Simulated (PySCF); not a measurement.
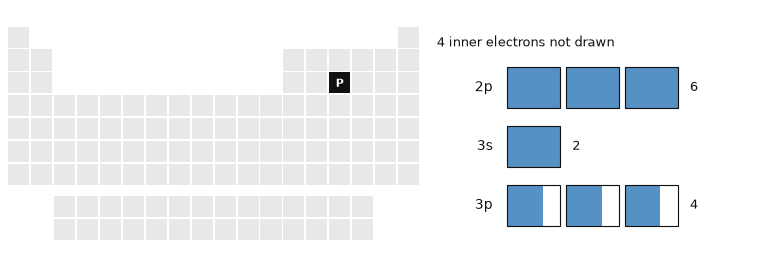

Fig. 1: Left, the place of phosphorus in the periodic table; right, the outer shells of the nominal configuration: a box for each of the 2l + 1 orbitals, shaded by the share of the shell that is filled, with the electron count at the right.

## Atomic calculation, with input and output: P⁻

System: P⁻, configuration 1s2 2s2 2p6 3s2 3p4, multiplicity 3.
Method: unrestricted PBE0, def2-TZVPPD, non-relativistic, point nucleus (PySCF).

Output (extracts):
```
damping factor = 0
level_shift factor = 0
DIIS = <class 'pyscf.scf.diis.CDIIS'>
diis_start_cycle = 1
diis_space = 10
diis_damp = 0
SCF conv_tol = 1e-09
SCF conv_tol_grad = None
number electrons alpha = 9  beta = 7
XC functionals = PBE0
    C. Adamo and V. Barone.,  J. Chem. Phys. 110, 6158 (1999)
    M. Ernzerhof and G. E. Scuseria.,  J. Chem. Phys. 110, 5029 (1999)
cycle= 1 E= -341.151802473747  delta_E= -0.00625  |g|= 0.0161  |ddm|= 0.101
cycle= 2 E= -341.152006995402  delta_E= -0.000205  |g|= 0.00836  |ddm|= 0.0389
cycle= 3 E= -341.152058743082  delta_E= -5.17e-05  |g|= 0.00335  |ddm|= 0.0183
cycle= 4 E= -341.152065298588  delta_E= -6.56e-06  |g|= 0.000668  |ddm|= 0.00434
cycle= 5 E= -341.152065999712  delta_E= -7.01e-07  |g|= 8.52e-05  |ddm|= 0.00211
cycle= 6 E= -341.152066017598  delta_E= -1.79e-08  |g|= 1.42e-05  |ddm|= 0.0004
cycle= 7 E= -341.152066018065  delta_E= -4.67e-10  |g|= 1.29e-06  |ddm|= 6.95e-05
converged SCF energy = -341.152066018065  <S^2> = 2.0054853  2S+1 = 3.0036547
```

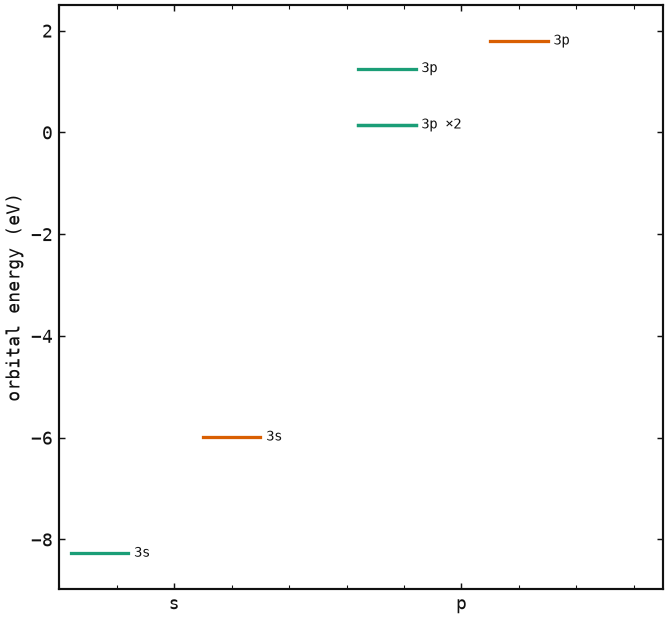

Fig. 2: Orbital energies of the mean field, from the top down to −8.27 eV, by angular momentum, α spin at the left of each column and β at the right; ×n counts the orbitals under one label. The highest filled orbital is 3p β at 1.80 eV, the lowest empty one p β at 4.24 eV. A filled level above zero isn't a property of the atom (see the remarks).

Input:
```python
from pyscf import gto, scf, dft, mp, cc
import basis_set_exchange as bse
mol = gto.M(atom="P 0 0 0", charge=-1, spin=2, symmetry="D2h",
            basis=gto.basis.parse(bse.get_basis("def2-TZVPPD", elements=["P"], fmt="nwchem")))
mf = dft.UKS(mol, xc="PBE0")
mf.irrep_nelec = {'Ag': (3, 3), 'B1u': (2, 1), 'B2u': (2, 2), 'B3u': (2, 1)}
mf.kernel()
```

The script is an equivalent of what the driver set up; the driver started from orbitals of its own, so the log can be shorter than this script's would be, and it computed the properties (radii, ⟨L²⟩, response) afterwards. It held the occupations shell by shell, which the script's counts by irreducible representation don't always enforce.

Key numbers:

| quantity | value |
| --- | --- |
| outcome | converged; a filled orbital lies above zero |
| total energy | −341.152066 hartree |
| kinetic energy | 340.643481 hartree |
| ⟨S²⟩ | 2.005 |
| ⟨L²⟩ | 2.03 |
| SCF iterations | 7 |
| hardware | 1 CPU thread, shared host |
| CPU time | 0.84 s (integrals apart) |

Notes:

The highest filled orbital (3p, 1.80 eV) lies above zero. That is common for anions, where the functional's self-interaction leaves the outer electrons unbound; only the finite basis holds them, so such levels depend on it.
